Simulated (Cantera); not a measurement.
A closed system holds: 1 mol Si, a varied amount of N2O, 8.7 mol H2, equilibrated at 1500 K and 0.00330 bar.

Method: chemical equilibrium by Gibbs-energy minimisation in Cantera with the NASA 1993 tables (ideal gas, pure condensed phases). Candidate condensed phases: H2O, Si, SiO2, Si2N2O, Si3N4; 35 gas species. Mutual solubility and eutectic melting of coexisting phases are not modelled. The tables hold silica as quartz up to 1696 K and as liquid above; real silica turns to tridymite and cristobalite and melts near 1996 K. Rates play no part.

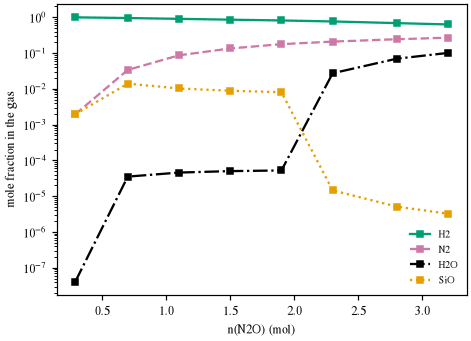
Figure: Equilibrium gas composition (values under 1e-9 drawn at 1e-9)

At 0.29 mol N2O the condensed part is Si(s) + Si2N2O(s). From 0.7 mol N2O to 1.9 mol N2O the condensed part is SiO2(β-quartz) + Si2N2O(s). From 2.3 mol N2O to 3.2 mol N2O the condensed part is SiO2(β-quartz). The main Si-bearing gas is SiO throughout.
